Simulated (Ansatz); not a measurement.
# The potential step between two gates: 1T-CdF2 bilayer, AA

Two oppositely charged gates put a neutral stack in a displacement field D. The voltage between them is D/ε₀ times an electrical distance, shorter than the real one because the stack screens.

**Method.** Ansatz 0.2.0, plane waves with PAW datasets (its set soft_2), PBE-D3(BJ); isolated slab, charged sheets 4.5 Å from the outer atoms behind model barriers, atoms held. Voltages count from the uncharged case.

```tsv
run	D/ε₀ (V/nm)	step in an electron's potential, upper less lower gate (eV)
run 1	−1.810	−1.914
run 2	0.000	0.000
run 3	0.905	0.957
run 4	1.810	1.914
run 5	2.714	2.871
run 6	3.619	?
```

Q: Estimate the withheld value from the rows shown.

A least-squares line through the 5 rows shown has slope 1.0576 and intercept 0.0001; no row lies more than 0.001 eV off it. The size of the slope, 1.058 nm, is the electrical distance; the sheets are 1.527 nm apart, and screening reaches beyond the outer atoms. At 3.619 it gives 1.0576 × 3.619 + 0.0001 = 3.828 eV, beyond the rows fitted. Rounding and scatter of the rows alone allow about ±0.001 eV there.

The run itself gives 3.827 eV: a miss of −0.001 eV, or 0.0 % of the value. Screening stays linear to within 1 % over this range.

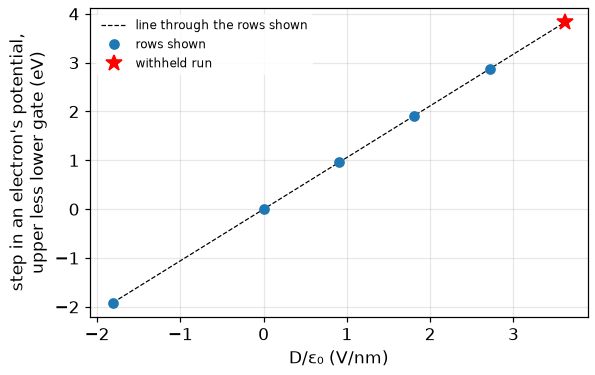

The fit and the withheld run.

**Limits.** The gates are model sheets, not atoms.

[Logs are printed without paths, hosts, clocks, repeated set-up lines and the standing remarks that a program may print on its own settings, such as how far it seeks lower states.]
